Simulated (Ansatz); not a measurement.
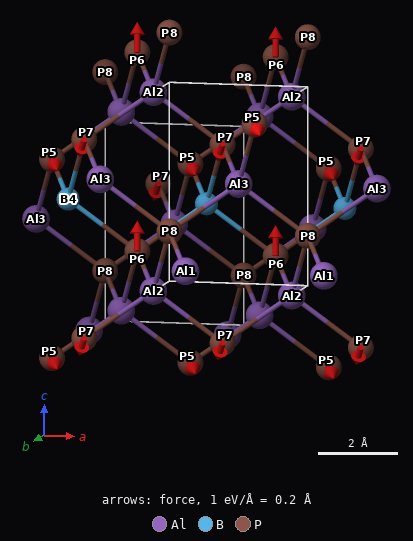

Starting geometry of crystalline Al₃BP₄ (a generated structure, set up in Pmm2) (coarse preliminary run) with the computed forces as red arrows. Style: ball-and-stick. Shown: the cell of the calculation, from a free direction.

The calculation used DFT PBE, scalar-relativistic, plane waves, PAW (Ansatz). Settings: plane-wave cutoff 420 eV; k-point mesh 6 × 4 × 4; occupations gaussian; smearing width 0.1 eV; no spin polarisation; cell and atoms relaxed; force threshold 0.04 eV/Å; at most 70 steps.

Question: Is this structure relaxed? If not, where do the atoms go?

Answer: It isn't relaxed: the largest force vector, on P6, is 3.95 eV/Å. The atoms end up moving mostly along the starting forces (cosine between the two patterns 0.89). P6 moves most relative to the cell: 0.30 Å along +c. Largest moves by element: P 0.30 Å, Al 0.14 Å, B 0.05 Å. The volume changes by +9.0 %, with a 3.625 → 3.691 Å (+1.8 %), b 7.250 → 7.470 Å (+3.0 %), c 5.126 → 5.325 Å (+3.9 %). Some distances before and after: B4–P5 2.220 → 2.012 Å, Al3–P5 2.220 → 2.420 Å, Al1–P6 2.220 → 2.367 Å, Al1–P5 2.220 → 2.355 Å. Bond angles that change, for instance: Al1–P6–Al2 109.5° → 93.4°, P5–Al3–P7 109.5° → 119.4°, B4–P6–B4 109.5° → 119.2°. The space group stays Pmm2 (No. 25). The energy falls by 245 meV per atom in 4 accepted moves (5 points after the start). The largest force component goes from 4 to 0.021 eV/Å. The pressure goes from 14.20 to 0.11 GPa. At 1 point the geometry stayed and the basis and grid were re-selected for the new cell (energy shift of 0.8 meV per atom at most each time). Cost: 73 s on 1 thread of Intel(R) Xeon(R) Processor @ 2.70GHz, on a shared host, peak memory 0.43 GiB.
